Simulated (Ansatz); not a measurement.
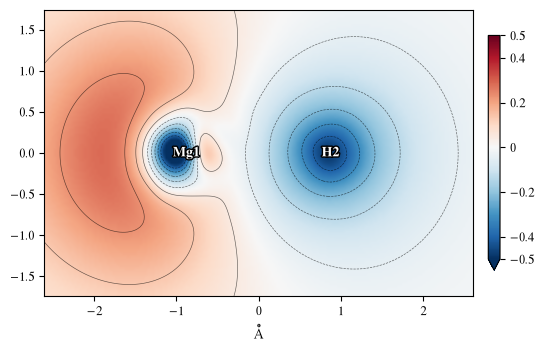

*MgH (SMILES [MgH]) (doublet). The HOMO (α) on a plane that holds the molecular axis (values in Å⁻³ᐟ²; the overall sign is arbitrary).*

Geometry: PBE0-D4/def2-TZVP.

Level of theory: UKS PBE0-D4/def2-TZVPP (Ansatz 0.2.0).

```xyz
2

Mg   -0.7276    0.2136   -0.3835
H     0.7571   -0.2738    0.3875
```

### Describe this orbital and give its energy.

It lies mainly on Mg1 (about 85 %) and H2 (about 15 %); it is of σ type. Its energy is −4.94 eV.
